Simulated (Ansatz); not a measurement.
Complex (SMILES): F (HF) with F (HF), atoms 1 to 2 the first; geometry from NCB31 set, monomers rigid:
```xyz
4

F      1.3237    -0.0902     0.0000
H      1.7404     0.7334     0.0000
F     -1.4572     0.0193     0.0000
H     -0.5393    -0.0947     0.0001
```

Basis-set convergence of the counterpoise-corrected interaction energy at PBE0 with Ansatz (a quantum-chemistry and plane-wave program). Cartesian d functions, on some or all atoms, in 6-31G*, 6-31+G*; all else is spherical. The program fits the integrals of some runs and decomposes those of others, by size. No added dispersion term, no relativity. Functions are those of the species that has most. Reference: the value in aug-cc-pV5Z, -4.65 kcal/mol. Deviations are taken from unrounded values.

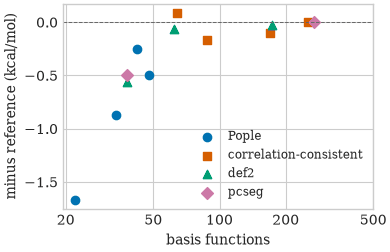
Figure: Deviation from the reference against the number of basis functions, by family of sets.

```json
[
 {"basis": "3-21G", "functions": "22", "counterpoise-corrected interaction energy (kcal/mol)": "-6.31", "minus reference (kcal/mol)": "-1.67"},
 {"basis": "6-31G*", "functions": "34", "counterpoise-corrected interaction energy (kcal/mol)": "-5.51", "minus reference (kcal/mol)": "-0.87"},
 {"basis": "def2-SVP", "functions": "38", "counterpoise-corrected interaction energy (kcal/mol)": "-5.20", "minus reference (kcal/mol)": "-0.56"},
 {"basis": "pcseg-1", "functions": "38", "counterpoise-corrected interaction energy (kcal/mol)": "-5.14", "minus reference (kcal/mol)": "-0.49"},
 {"basis": "6-31+G*", "functions": "42", "counterpoise-corrected interaction energy (kcal/mol)": "-4.90", "minus reference (kcal/mol)": "-0.25"},
 {"basis": "6-311G**", "functions": "48", "counterpoise-corrected interaction energy (kcal/mol)": "-5.14", "minus reference (kcal/mol)": "-0.49"},
 {"basis": "def2-SVPD", "functions": "62", "counterpoise-corrected interaction energy (kcal/mol)": "-4.71", "minus reference (kcal/mol)": "-0.06"},
 {"basis": "aug-cc-pVDZ", "functions": "64", "counterpoise-corrected interaction energy (kcal/mol)": "-4.56", "minus reference (kcal/mol)": "0.09"},
 {"basis": "cc-pVTZ", "functions": "88", "counterpoise-corrected interaction energy (kcal/mol)": "-4.81", "minus reference (kcal/mol)": "-0.16"},
 {"basis": "cc-pVQZ", "functions": "170", "counterpoise-corrected interaction energy (kcal/mol)": "-4.75", "minus reference (kcal/mol)": "-0.10"},
 {"basis": "def2-QZVPP", "functions": "174", "counterpoise-corrected interaction energy (kcal/mol)": "-4.67", "minus reference (kcal/mol)": "-0.03"},
 {"basis": "aug-cc-pVQZ", "functions": "252", "counterpoise-corrected interaction energy (kcal/mol)": "-4.64", "minus reference (kcal/mol)": "0.01"},
 {"basis": "aug-pcseg-3", "functions": "268", "counterpoise-corrected interaction energy (kcal/mol)": "-4.64", "minus reference (kcal/mol)": "0.00"}
]
```
